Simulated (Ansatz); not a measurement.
**Calibrating wB97M-V/def2-TZVPP on molecular compounds of Cd**

The vertical ionisation energy (cation less neutral) in eV of 6 molecular compounds of Cd: x at wB97M-V/def2-TZVPP, y at CCSD(T)/def2-TZVPP. Shapes, held fixed at every level: PBE0-D4/def2-TZVP. Flexible molecules stand in one conformer, not always the lowest. Programs: Ansatz 0.2.0.

| molecule | x (eV) | y (eV) |
| --- | --- | --- |
| C4H10Cd (SMILES [CH3][Cd][CH](C)C) | 8.22 | 8.18 |
| C3H9CdNO (SMILES CC(C)[O][Cd][NH2]) | 9.03 | ? |
| CH3CdClS (SMILES C[S][Cd][Cl]) | 9.09 | 9.02 |
| Cd(SH)F | 10.03 | 9.93 |
| CdSi2H6O2 (SMILES [SiH3][O][Cd][O][SiH3]) | 10.55 | 10.64 |
| CdF2 (SMILES [F][Cd][F]) | 13.09 | 13.18 |

Q: Fit y = c + s·x to the known rows and predict y for C3H9CdNO.

A: 
1. Means of the 5 rows: x = 10.1960, y = 10.190.
2. Σ(Δx)² = 13.656, Σ(Δx·Δy) = 14.121, so the slope is 14.121/13.656 = 1.0341.
3. Intercept: 10.190 − (1.0341) × 10.1960 = -0.354. The largest residual of the fit is 0.088.
4. C3H9CdNO: -0.354 + 1.0341 × 9.03 = 8.98 eV.

CCSD(T)/def2-TZVPP gives 9.05 eV, so the prediction is off by -0.07 eV, within the largest residual. Uncorrected, wB97M-V/def2-TZVPP misses C3H9CdNO by -0.02 eV, and the other rows by 0.08 on average. The line makes this one worse. Left out in turn, the other rows are missed by 0.07 eV on average, hardly better than no correction. Cations run unrestricted. For atoms past krypton def2 sets carry core potentials with scalar relativity. Outer-core shells of Cd are correlated, in sets that cover them unevenly.

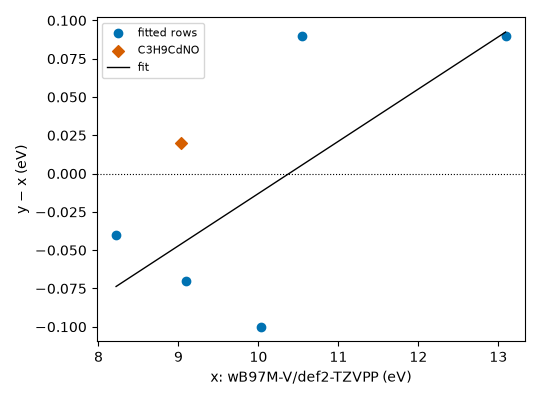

The correction y − x against x, with the fitted line and the withheld molecule.
